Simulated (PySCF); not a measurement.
SMILES [Cl][Ti]([Cl])([Cl])[Cl] at its B3LYP/def2-SVP optimised geometry (Å):

```
5

Cl    -1.4496    -2.0469     1.7732
Ti    -0.7241    -1.0238     0.0000
Cl     1.4479    -1.0238     0.0000
Cl    -1.4479     1.0238     0.0000
Cl    -1.4493    -2.0468    -1.7734
```

Calculation: B3LYP/def2-TZVP (PySCF).

Map of the deformation density (molecule minus spherical neutral atoms) (e/bohr³) on the plane z = 1.2 Å:

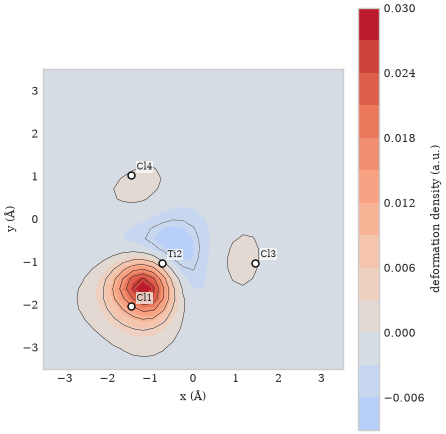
Fig. 1. Deformation density (molecule minus spherical neutral atoms) (e/bohr³) on the plane z = 1.2 Å.
